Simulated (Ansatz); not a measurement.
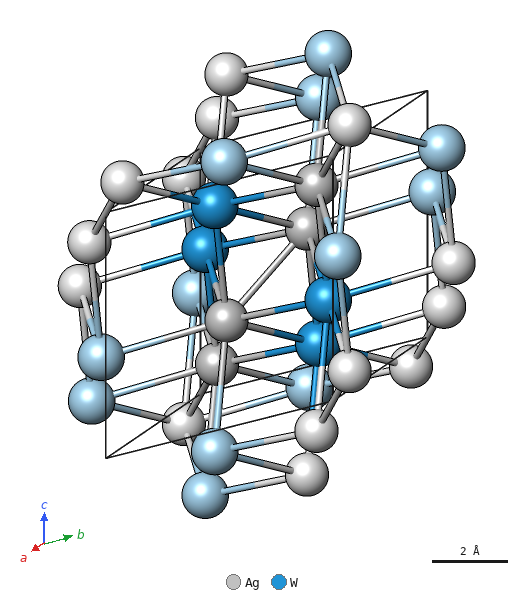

The figure gives a ball-and-stick picture of the atoms, viewed slightly off an axis. Thin lines show the simulation cell, with boundary atoms drawn in all their periodic places. The first bonded neighbours in the surrounding cells are also shown, in fainter colours.

```
CELL_PARAMETERS angstrom
-7.65611 0.00000 0.00000
0.00000 -4.01029 5.53714
0.00000 4.01029 5.53714
ATOMIC_POSITIONS crystal
Ag 0.87500 0.87500 0.87500
Ag 0.62500 0.37500 0.37500
Ag 0.37500 0.62500 0.62500
Ag 0.12500 0.12500 0.12500
W 0.75000 0.87500 0.37500
W 0.25000 0.62500 0.12500
W 0.25000 0.12500 0.62500
W 0.75000 0.37500 0.87500
```

Results below were computed with DFT, PAW plane waves, r2SCAN in Ansatz 0.2.0; the settings were 500 eV cutoff, 5×5×5 k-mesh, Fermi-Dirac smearing of 0.1 eV, no spin polarisation. The pressure of the cell is -14 GPa.

Question: What does a Bader analysis give?

Answer: Ag -0.12 e; W +0.12 e. Little charge moves, as in a metallic or covalent solid.

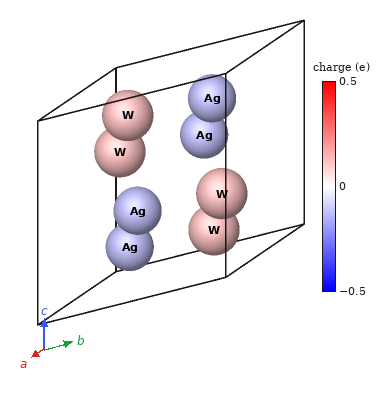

The atoms coloured by those charges.

The picture shows a generated cell, made by putting these elements into a known structure type (the compound may or may not exist in this form); the geometry isn't optimised. An electronic-structure calculation with Ansatz was run on it.

At this level of theory the cell isn't at rest (stretched, at -14 GPa), so its distances can differ from those at equilibrium, the more so the softer the solid.
